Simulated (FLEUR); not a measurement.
Band structure of Li₃Mg (Pm-3m, 4 atoms in the cell).

```xyz
4
Lattice="4.3043 0.0000 0.0000 0.0000 4.3043 0.0000 0.0000 0.0000 4.3043" Properties=species:S:1:pos:R:3 pbc="T T T"
Li     2.1522     2.1522     0.0000
Li     0.0000     2.1522     2.1522
Li     2.1522     0.0000     2.1522
Mg     0.0000     0.0000     0.0000
```

Method of the run: FLEUR with PBEsol, all-electron FLAPW (FLEUR), scalar-relativistic valence.

Settings: Kmax = 3.8 1/bohr; GmaxXC = 13.3 1/bohr; xcFunctional = PBEs; jspins = 1; l_soc = F; mode = hist; fermiSmearingEnergy = 0.00367493 Htr; mesh (inpgen div1-3) = 10 10 10; inpgen gamma flag = true; Gmax = 13.3 1/bohr; numbands = 0; maxIterBroyd = 99; imix = Anderson; alpha = 0.05.

The starting cell comes from a database of computed structures (which also holds hypothetical and non-ambient phases and stackings), without a prior relaxation at this level. Its lattice was rescaled by a random factor within 2.5 % of one. Values depend on the basis (sphere radii, cutoffs, local orbitals), which need not be converged.

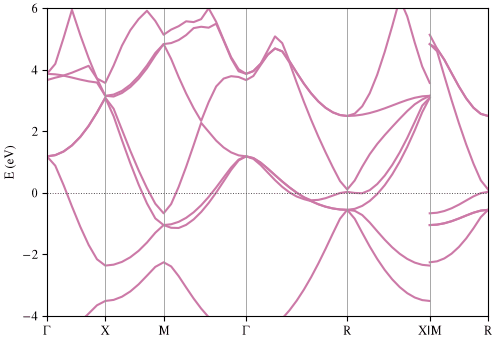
Figure. Bands along the path, energies from the Fermi level.

Levels in eV from the Fermi level, bands 3 to 10:
| point | 3 | 4 | 5 | 6 | 7 | 8 | 9 | 10 |
|---|---|---|---|---|---|---|---|---|
| Γ | -42.57 | -42.57 | -4.70 | 1.18 | 1.18 | 1.18 | 3.66 | 3.86 |
| X | -42.57 | -42.57 | -3.52 | -2.37 | 3.09 | 3.09 | 3.15 | 3.15 |
| M | -42.57 | -42.57 | -2.27 | -1.06 | -1.06 | -0.67 | 4.83 | 4.83 |
| R | -42.57 | -42.57 | -0.56 | -0.56 | -0.56 | 0.02 | 0.10 | 2.49 |
